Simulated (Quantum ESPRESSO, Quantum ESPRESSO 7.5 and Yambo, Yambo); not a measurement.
## BaTiO3 (P4mm): G0W0 on several meshes in Yambo

How does the mesh move the gap of BaTiO3 (P4mm)?

Program: Quantum ESPRESSO 7.5 and Yambo 5.3.0. Level of theory: PBE and many-body steps on it, plane waves. Results are calculated unless marked as measured.

**1. Set-up**

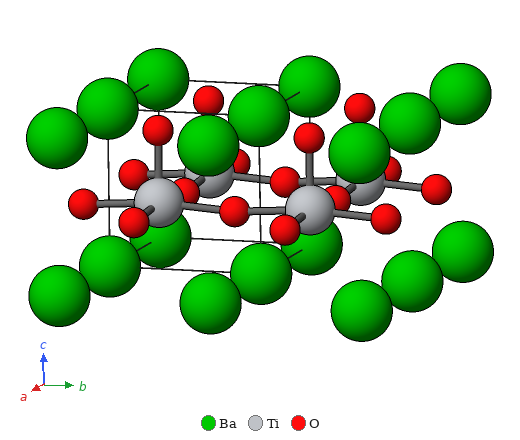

Start, viewed slightly off an axis; barium green, titanium light grey, oxygen red. 2×2×1 cells are drawn. Some periodic images of atoms are drawn too.

The cell and positions come from the Crystallography Open Database and are kept as given unless a step says otherwise. Spin-orbit coupling is left out unless a step names it.

**2. Empty states on the mesh, 2×2×2 mesh, 87 bands**

This step: Quantum ESPRESSO 7.5; DFT, PBE, plane waves, norm-conserving pseudopotentials.

The sums over transitions need many empty states on a uniform mesh; this step solves for them.

Input file pw.in:

```
&control
  calculation = 'nscf'
  prefix = 'x'
  outdir = 'o'
  pseudo_dir = 'pseudo'
/
&system
  ibrav = 0
  nat = 5
  ntyp = 3
  ecutwfc = 76.0
  nbnd = 87
  force_symmorphic = .true.
/
&electrons
  conv_thr = 1e-9
  electron_maxstep = 80
  diago_full_acc = .true.
  diago_thr_init = 5e-6
/
ATOMIC_SPECIES
  Ba 137.33 Ba.upf
  Ti 47.867 Ti.upf
  O 15.999 O.upf
CELL_PARAMETERS angstrom
  3.9904800000 0.0000000000 0.0000000000
  0.0000000000 3.9904800000 0.0000000000
  0.0000000000 0.0000000000 4.0230300000
ATOMIC_POSITIONS crystal
  Ba 0.0000000000 0.0000000000 0.0000000000
  Ti 0.5000000000 0.5000000000 0.5220000000
  O 0.5000000000 0.5000000000 0.9790000000
  O 0.5000000000 0.0000000000 0.4880000000
  O 0.0000000000 0.5000000000 0.4880000000
K_POINTS automatic
  2 2 2 0 0 0
```

Command:

```sh
$ OMP_NUM_THREADS=1 mpirun -n 4 pw.x -nk 4 -in pw.in > pw.out
```

Log:

```text
Program PWSCF v.7.5 starts

     This program is part of the open-source Quantum ESPRESSO suite
     for quantum simulation of materials; please cite
         "P. Giannozzi et al., J. Phys.:Condens. Matter 21 395502 (2009);
         "P. Giannozzi et al., J. Phys.:Condens. Matter 29 465901 (2017);
         "P. Giannozzi et al., J. Chem. Phys. 152 154105 (2020);
     in publications or presentations arising from this work. More details at

     Atomic positions and unit cell read from directory:
     o/x.save/

     Message from routine setup:
[...]
48.4576  48.4767  48.8648  49.2952  49.8937  51.0862  51.1534  51.5432
    52.3635  52.4589  53.6814  54.6872  54.6885  54.7440  55.3754  56.1551
    56.1606  56.3866  56.8928  58.0629  59.7452  61.5461  63.2553

          k = 0.0000-0.5000-0.4960 (  4828 PWs)   bands (ev):

     [... further k-points ...]

     highest occupied, lowest unoccupied level (ev):    10.4956   12.3468

     XML data file, pseudopotentials, collected wavefunctions

=------------------------------------------------------------------------------=
   JOB DONE.
=------------------------------------------------------------------------------=
```

Elapsed: 7.2 s, on 4 MPI ranks of Arm Neoverse V1, shared host; peak memory 0.36 GiB.

Numbers from this step:

```
gap                                                           : 1.851 eV
k of the valence top                                          : -0.5, -0.5, -0.5
k of the conduction bottom                                    : 0, 0, 0
least direct gap                                              : 2.222 eV
k points computed                                             : 6
lowest point of the top converged band, above the valence top : 48.89 eV
```

On this mesh the gap is 1.851 eV.

The density comes from a self-consistent run that is not shown.

**3. Conversion and set-up**

This step: Yambo 5.3.0; conversion and set-up on PBE, plane waves, norm-conserving pseudopotentials.

The states are converted to the many-body program's format and the q mesh is built.

Command:

```sh
$ (cd o/x.save; p2y > p2y.log; mv SAVE ../..); yambo > setup.log
```

Log:

```text
 Yambo, version 5.3.0

 [02] CORE Variables Setup
 =========================

  [02.01] Unit cells
  ==================

  Cell kind             :  Unknown
  Atoms in the cell     :  Ba  Ti  O
  number of Ba atoms    :  1
  number of Ti atoms    :  1
  number of O  atoms    :  3

  List of atomic masses
  Mass of Ba    :  137.3300
  Mass of Ti    :  47.86700
  Mass of O     :  15.99900

  List of atomic coordinates    : [cc]
  Ba1       :  0.000000  0.000000  0.000000  order 1
  Ti1       :  3.770457  3.770457  3.968466  order 2
[...]
==========================================

 IBZ Q-points                                      :   6
 BZ  Q-points                                      :   8

 K/Q-points units:
 rlu = crystal or reduced units; cc = cartesian coordinates; iku = interal k-units

 Q [1]          [rlu]:  0.000000  0.000000  0.000000
 Q [2]          [rlu]:  0.000000  0.000000 -0.500000
 Q [3]          [rlu]:  0.000000 -0.500000  0.000000
 Q [4]          [rlu]:  0.000000 -0.500000 -0.500000
 Q [5]          [rlu]: -0.500000 -0.500000  0.000000
 Q [6]          [rlu]: -0.500000 -0.500000 -0.500000

  [03.01] X indexes
  =================

   [03.01.01] Sigma indexes
   ========================

 [06] Game Over & Game summary
```

The job ended after 2.7 s (1 MPI rank; peak memory 0.24 GiB).

**4. 2×2×2**

G0W0 replaces the xc potential by the self-energy, built once from these orbitals. Only a window of levels is corrected, while the sums run over the empty bands that the input names.

This step: G0W0 on PBE, plane waves, norm-conserving pseudopotentials.

Input file gw13.in:

```
HF_and_locXC
gw0
dyson
ppa
em1d
rim_cut
RandQpts= 1000000
RandGvec= 1 RL
EXXRLvcs= 76 Ry
VXCRLvcs= 304 Ry
Chimod= "HARTREE"
% BndsRnXp
 1 | 87 |
%
NGsBlkXp= 9 Ry
% LongDrXp
 1 | 1 | 1 |
%
% GbndRnge
 1 | 87 |
%
DysSolver= "n"
ExtendOut
PPAPntXp= 27.21138 eV
% QPkrange
 6 | 6 | 19 | 22 |
 1 | 1 | 19 | 22 |
%
```

Command:

```sh
$ OMP_NUM_THREADS=1 mpirun -n 4 yambo -F gw13.in -J gw13 -C gw13 > gw13.log
```

Log:

```text
 Yambo, version 5.3.0

 [02] CORE Variables Setup
 =========================

  [... cell, symmetries and grids as in the set-up ...]

  [02.05] Energies & Occupations
  ==============================

  [X] === General ===
  [X] Electronic Temperature                        :  0.000000  0.000000 [eV K]
  [X] Bosonic    Temperature                        :  0.000000  0.000000 [eV K]
  [X] Finite Temperature mode                       : no
  [X] El. density                                   :  0.62439E+24 [cm-3]
  [X] Fermi Level                                   :  10.49564 [eV]

  [X] === Gaps and Widths ===
  [X] Conduction Band Min                           :  1.851171 [eV]
  [X] Valence Band Max                              :  0.000000 [eV]
  [X] Filled Bands                                  :  20
  [X] Empty Bands                                   :   21   87
  [X] Direct Gap                                    :  2.221732 [eV]
  [X] Direct Gap localized at k                     :  1
  [X] Indirect Gap                                  :  1.851171 [eV]
  [X] Indirect Gap between kpts                     :   6   1
  [X] Last valence band width                       :  0.967689 [eV]
  [X] 1st conduction band width                     :  2.396446 [eV]

 [03] Transferred momenta grid and indexing
 ==========================================

 IBZ Q-points                                      :   6
 BZ  Q-points                                      :   8

 K/Q-points units:
 rlu = crystal or reduced units; cc = cartesian coordinates; iku = interal k-units

 Q [1]          [rlu]:  0.000000  0.000000  0.000000
 Q [2]          [rlu]:  0.000000  0.000000 -0.500000
 Q [3]          [rlu]:  0.000000 -0.500000  0.000000
 Q [4]          [rlu]:  0.000000 -0.500000 -0.500000
 Q [5]          [rlu]: -0.500000 -0.500000  0.000000
 Q [6]          [rlu]: -0.500000 -0.500000 -0.500000

 [04] Coloumb potential Random Integration (RIM)
 ===============================================

  [04.01] RIM initialization
  ==========================

  * Diagonal components only detected *

  8 x (sBL volume)        :  0.573772 [a.u.]
  sBZ random points       :  1000000
  Points outside the sBZ  :   7992674
  RL volume               :  0.573772 [a.u.]
  Integrated volume       :  0.574298 [a.u.]

  [04.02] RIM integrals
  =====================

  Gamma point sphere radius             :  0.150729 [a.u.]
  Points outside the sphere             :   799811
  [Int_sBZ(q=0) 1/q^2]*(Vol_sBZ)^(-1/3) =:  7.678270
                                 should be <:  7.795600

  Summary of Coulomb integrals for non-metallic bands |Q|[au] RIM/Bare

  Q [1] 0.100000E-4 0.984949 * Q [2] 0.413236 1.048808
  Q [3] 0.416606 1.051937 * Q [4] 0.586792 1.050375
  Q [5] 0.589170 1.050199 * Q [6] 0.719643 1.035977

 [05] Dipoles
 ============

  [05.01] Setup: observables and procedures
  =========================================

  [WARNING] [x,Vnl] slows the Dipoles computation. To neglect it rename the ns.kb_pp file

 [06] Dynamic Dielectric Matrix (PPA)
 ====================================

 [WR./gw13//ndb.pp]--------------------------------------------------------------
  Brillouin Zone Q/K grids (IBZ/BZ)                :   6   8   6   8
  RL vectors                                       :   5983 [WF]
  Coulomb cutoff potential                         : none
  Electronic Temperature                           :  0.000000 [K]
  Bosonic    Temperature                           :  0.000000 [K]
  PPA    diel. fun.  energies                      : Perdew, Burke & Ernzerhof(X)+Perdew, Burke & Ernzerhof(C)
  wavefunctions                                    : Perdew, Burke & Ernzerhof(X)+Perdew, Burke & Ernzerhof(C)
  Global Gauge                                     : length
  X matrix size                                    :  203
  X band range                                     :    1   87
  X e/h energy range                               : -1.000000 -1.000000 [eV]
  X Time ordering                                  : R
  X Hxc Kernel                                     : HARTREE
  X Drude frequency                                :  0.000000  0.000000
  X poles                                          :  100.0000 [o/o]
  RL vectors in the sum                            :   5983
  [r,Vnl] included                                 : yes
  Field direction                                  :  0.577350E-5  0.577350E-5  0.577350E-5
  BZ energy Double Grid                            : no
  BZ energy DbGd points                            : 0
  BZ Q point size factor                           : -1.000000
  X Optical Averaged directions                    : none

 [07] Local Exchange-Correlation + Non-Local Fock
 ================================================

 [VXC] Plane waves :   38715
 [EXS] Plane waves :   4897

 QP @ state[ 1 ] K range:  1  1
 QP @ state[ 1 ] b range:  19  22
 QP @ state[ 2 ] K range:   6   6
 QP @ state[ 2 ] b range:  19  22

 [xc] Functional : Perdew, Burke & Ernzerhof(X)+Perdew, Burke & Ernzerhof(C)
 [xc] LIBXC used to calculate xc functional
  PP Number of Atomic Species                      :  3
  NLCC RL compoments                               :   38715
  PP Number of Atomic Species                      :  3
  NLCC RL compoments                               :   38715

 [xc] E_xc :  -21.70113 [Ha]
      E_xc :  -43.40225 [Ry]

  Local XC kind (lXC) : Perdew, Burke & Ernzerhof(X)+Perdew, Burke & Ernzerhof(C)
  Non-Local XC kind (nlXC) : Hartree-Fock

  Corrections @ K [1] :  [eV]
 <19|nlXC|19> = -24.50385  0.19949E-16 <19|lXC|19> = -20.04581  0.37763E-15
 <20|nlXC|20> = -24.50209  0.17425E-16 <20|lXC|20> = -20.04581  0.000000
 <21|nlXC|21> = -10.94094 -0.24575E-17 <21|lXC|21> = -18.71892 -0.47204E-16
 <22|nlXC|22> = -11.76860 -0.60597E-17 <22|lXC|22> = -19.03010  0.000000

  Corrections @ K [6] :  [eV]
 <19|nlXC|19> = -24.64361  0.18042E-16 <19|lXC|19> = -19.98980  0.94408E-16
 <20|nlXC|20> = -24.76560  0.44096E-16 <20|lXC|20> = -20.04685  0.000000
 <21|nlXC|21> = -13.04563  0.39532E-17 <21|lXC|21> = -21.81386  0.18882E-15
 <22|nlXC|22> = -13.24982 -0.18648E-17 <22|lXC|22> = -21.83147  0.75527E-15

  [07.01] Hartree-Fock occupations report
  =======================================

  [Hartree-Fock] === General ===
  [Hartree-Fock] Electronic Temperature             :  0.000000  0.000000 [eV K]
  [Hartree-Fock] Bosonic    Temperature             :  0.000000  0.000000 [eV K]
  [Hartree-Fock] Finite Temperature mode            : no
  [Hartree-Fock] El. density                        :  0.62439E+24 [cm-3]
  [Hartree-Fock] Fermi Level                        :  10.49564 [eV]

  [Hartree-Fock] === Gaps and Widths ===
  [Hartree-Fock] Conduction Band Min                :  2.002627 [eV]
  [Hartree-Fock] Valence Band Max                   : -0.071890 [eV]
  [Hartree-Fock] Filled Bands                       :  20
  [Hartree-Fock] Empty Bands                        :   21   87
  [Hartree-Fock] Direct Gap                         :  2.712089 [eV]
  [Hartree-Fock] Direct Gap localized at k          :  2
  [Hartree-Fock] Indirect Gap                       :  2.074517 [eV]
  [Hartree-Fock] Indirect Gap between kpts          :   5   2
  [Hartree-Fock] Last valence band width            :  4.754947 [eV]
  [Hartree-Fock] 1st conduction band width          :  11.01322 [eV]

 [08] Dyson equation: Newton solver
 ==================================

  [08.01] G0W0 (W PPA)
  ====================

  [  GW  ] Bands range     :    1   87
  [GW/PPA] G damping       :  0.100000 [eV]

  QP @ state[ 1 ] K range:  1  1
  QP @ state[ 1 ] b range:  19  22
  QP @ state[ 2 ] K range:   6   6
  QP @ state[ 2 ] b range:  19  22

   Sc/G bands                                       :    1   87
   Sc/G damping                                     :  0.100000 ev
   Sc bands terminator                              : no
   Sx RL components                                 :   4897

   QP @ state[ 1 ] K range                          :  1  1
   QP @ state[ 1 ] b range                          :  19  22
   QP @ state[ 2 ] K range                          :   6   6
   QP @ state[ 2 ] b range                          :  19  22
   GF energies kind                                 : Perdew, Burke & Ernzerhof(X)+Perdew, Burke & Ernzerhof(C)
   GF WF`s kind                                     : Perdew, Burke & Ernzerhof(X)+Perdew, Burke & Ernzerhof(C)
   Xs energies kind                                 : Perdew, Burke & Ernzerhof(X)+Perdew, Burke & Ernzerhof(C)
   Xs WF`s kind                                     : Perdew, Burke & Ernzerhof(X)+Perdew, Burke & Ernzerhof(C)

 [11] Game Over & Game summary
```

It took 12 s on 4 MPI ranks; peak memory 1.3 GiB; 46 s of CPU time.

This step gave:

* G0W0 gap on the points computed: 3.314 eV
* starting gap on the mesh: 1.851 eV
* k of the valence top: -0.5, -0.5, -0.5
* k of the conduction bottom: 0, 0, 0
* least direct G0W0 gap on the computed points: 3.747 eV
* Z at the valence top: 0.7664
* Z at the conduction bottom: 0.7800

The gap on the mesh goes from 1.85 eV to 3.31 eV, a correction of +1.46 eV.

**5. Empty states on the mesh, 6×6×6 mesh, 87 bands**

This step: Quantum ESPRESSO 7.5; DFT, PBE, plane waves, norm-conserving pseudopotentials.

pw.in: that of step 2 with these lines changed.

```diff
@@ -35,2 +35,2 @@
 K_POINTS automatic
-  2 2 2 0 0 0
+  6 6 6 0 0 0
```

Command:

```sh
$ OMP_NUM_THREADS=1 mpirun -n 4 pw.x -nk 4 -in pw.in > pw.out
```

Log:

```text
[banner, memory and clock lines left out]
Program PWSCF v.7.5 starts

     Atomic positions and unit cell read from directory:
     o/x.save/

     Message from routine setup:
     using ibrav=0 with symmetry is DISCOURAGED, use correct ibrav instead

     G-vector sticks info

     bravais-lattice index     =            0
     lattice parameter (alat)  =       7.5409  a.u.
     unit-cell volume          =     432.3148 (a.u.)^3
     number of atoms/cell      =            5
     number of atomic types    =            3
     number of electrons       =        40.00
[...]
k = 0.0000 0.0000 0.1653 (  4845 PWs)   bands (ev):

[...]
56.1402  57.1775  57.3844  57.3844  59.3196  59.6755  59.6756

          k = 0.0000 0.0000 0.3306 (  4857 PWs)   bands (ev):

[...]
47.9598  48.5940  49.1031  49.1031  49.7647  51.4656  52.1669  52.1846
    52.2232  52.3990  52.3990  53.7780  53.7780  55.1888  55.1888  56.1240
    56.8306  57.4718  57.4718  57.9740  60.3980  60.4610  61.4789

          k = 0.0000 0.0000-0.4960 (  4846 PWs)   bands (ev):

     [... further k-points ...]

     highest occupied, lowest unoccupied level (ev):    10.4956   12.3468

     XML data file, pseudopotentials, collected wavefunctions
```

Elapsed: 30 s, on 4 MPI ranks; peak memory 0.37 GiB.

This step gave:

| Item | Value |
| --- | --- |
| gap | 1.851 eV |
| k of the valence top | -0.5, -0.5, -0.5 |
| k of the conduction bottom | 0, 0, 0 |
| least direct gap | 2.222 eV |
| k points computed | 40 |
| lowest point of the top converged band, above the valence top | 48.89 eV |

On this mesh the gap is 1.851 eV.

(Part 1 of 2 ends here.)

[Paths, hosts, dates, memory and timing lines, banners, echoed tables and standing remarks are left out of the program output.]

[Logs are printed without paths, hosts, clocks, repeated set-up lines and the standing remarks that a program may print on its own settings, such as how far it seeks lower states.]

[Runs of the session that timed out or met a known fault of the program may be left out.]

[Hosts, paths, dates, database ids (printed as entryN), source tags and the programs' standing remarks are cut or masked in the printed files.]
